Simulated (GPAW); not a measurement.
# BaTiO3 (Pm-3m): refractive index against wavelength

The refractive index of BaTiO3 (Pm-3m) below the direct gap (1.83 eV on the mesh) is read from one computed spectrum, n = √(Re ε).

Cell: a, b, c = 4.006, 4.006, 4.006 Å (primitive vectors), 5 atoms.

Method: GPAW 26.7.0, LDA, RPA, k-mesh 8×8×8, local fields up to 50 eV, Lorentzian half width 0.15 eV.

Launch of the response step: `OMP_NUM_THREADS=1 python df.py`. The run took 2.8 min, its band step included, on 1 thread of Arm Neoverse V1 (shared host).

| wavelength (nm) | photon energy E (eV) | n |
| --- | --- | --- |
| 3000 | 0.413 | 2.5230 |
| 2000 | 0.620 | 2.5345 |
| 1550 | 0.800 | ? |
| 1310 | 0.946 | 2.5641 |
| 1064 | 1.165 | 2.5939 |

In the single-oscillator model n² − 1 = E₀E_d/(E₀² − E²), so 1/(n² − 1) = E₀/E_d − E²/(E₀E_d) is linear in E².

Working, on the rows shown:

| x = E² (eV²) | y = 1/(n² − 1) |
| --- | --- |
| 0.170801 | 0.186375 |
| 0.384302 | 0.184376 |
| 0.895757 | 0.179385 |
| 1.35784 | 0.174571 |

Means: x̄ = 0.70218, ȳ = 0.18118. Σ(x − x̄)(y − ȳ) = -0.008457, Σ(x − x̄)² = 0.8508. Slope = -0.008457 / 0.8508 = -0.00994; intercept = ȳ − slope · x̄ = 0.18816. Turned back into n, the line misses the rows shown by at most 0.0008.

**Question.** Predict the last column of the withheld row from the fit.

**Answer.** At x = 0.63984 the line gives y = 0.1818, that is 2.5496. The run gave 2.5489, so the interpolation is off by 0.00074, 1.0 % of the range in the table.

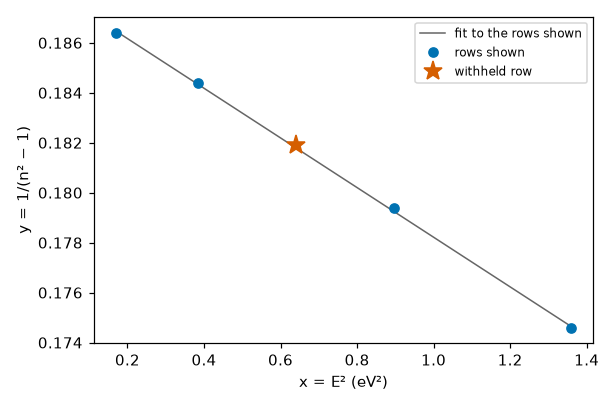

Refitted with all rows, the slope is -0.009948 and the intercept 0.18819. These give E₀ = √(intercept/−slope) = 4.35 eV and E_d = E₀/intercept = 23.1 eV; E₀ is 2.4 times the direct gap. The electronic limit at long wavelengths, without lattice vibrations, is n = √(1 + 1/intercept) = 2.513. Excitons are left out; LDA gaps are as a rule too small. The values come from a sum over the points of one k-mesh and carry its error, which grows as the direct gap shrinks. This version of GPAW has incomplete matrix elements in the optical limit, which can lower ε − 1 by up to a tenth where first-row anions or d states rule. Spin-orbit coupling is left out.
